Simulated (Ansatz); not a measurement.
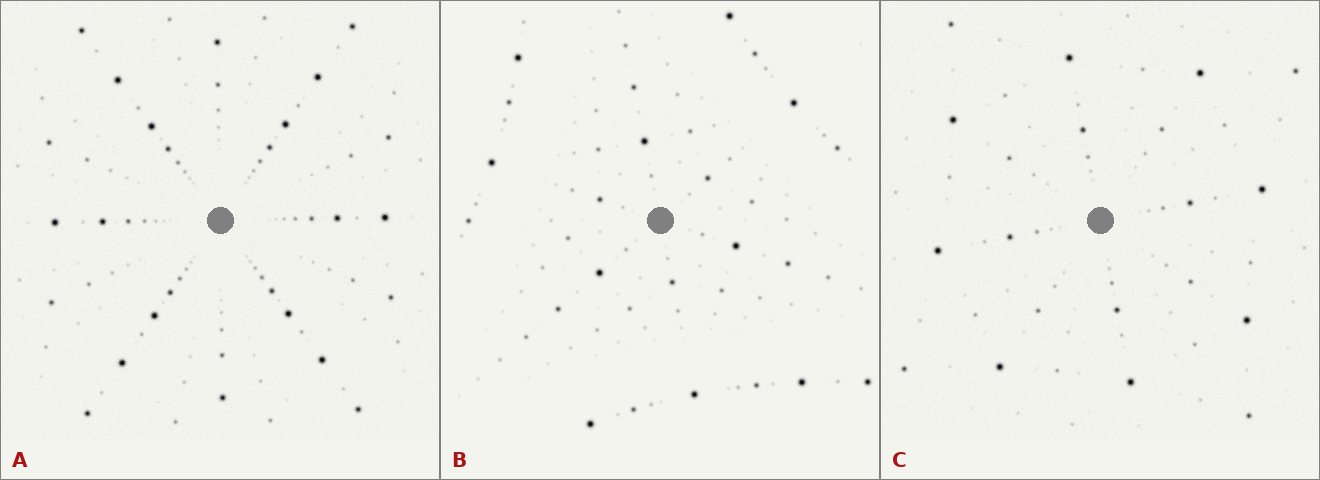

Simulated back-reflection Laue patterns (white X-rays, 0.45 to 2.2 Å, flat plate covering ±45° about the beam, kinematic intensities, seen from the source). Crystal: W, space group Im-3m (No. 229), a = 3.170 Å. Structure: the input geometry of an electronic-structure calculation (not necessarily at equilibrium).

```tsv
atom	site	symmetry	x	y	z
W	2a	m-3m	0.0000	0.0000	0.0000
```

The directions [001], [110], [111] point towards the source, in some order. Which is which?

Answer. A: [110], symmetry 2mm (a twofold axis with two mirror lines). B: [111], symmetry 3m (a threefold axis with three mirror lines). C: [001], symmetry 4mm (a fourfold axis with mirror lines). The Laue class is m-3m.
